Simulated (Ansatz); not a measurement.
```xyz
5

N    -0.5910   -1.0447    0.1660
Si    0.2757    0.2749    0.0181
F     1.7267    0.3410    0.7157
H    -1.5138   -1.1660   -0.2429
H     0.1107    1.5888   -0.6437
```

All numbers below come from RKS B3LYP-D4/def2-SVP (Ansatz).

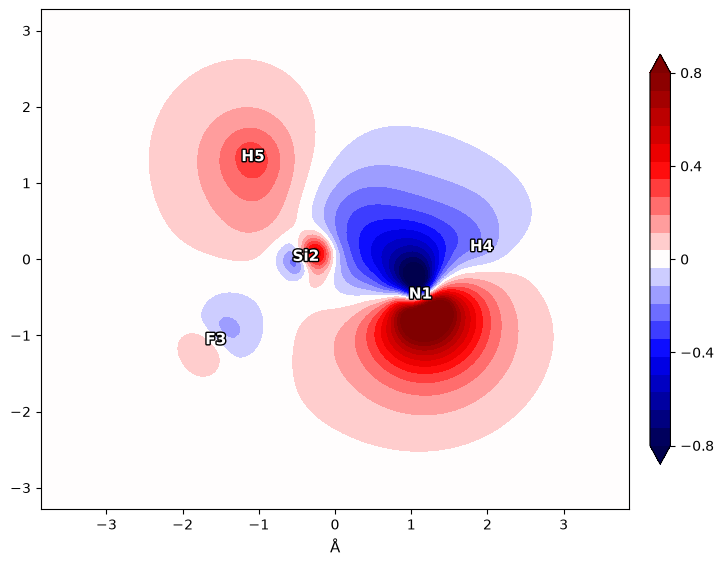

FH2NSi. One frontier orbital on the molecular plane (values in Å⁻³ᐟ²; the overall sign is arbitrary).

Question: Which orbital is it: HOMO or LUMO?

Answer: The HOMO, at −7.42 eV. Its weight (Hirshfeld) is mainly on N1 (about 70 %) and Si2 (about 15 %); it is symmetric in the molecular plane (an in-plane orbital: σ, lone-pair or in-plane π type); largely a lone pair of N1.
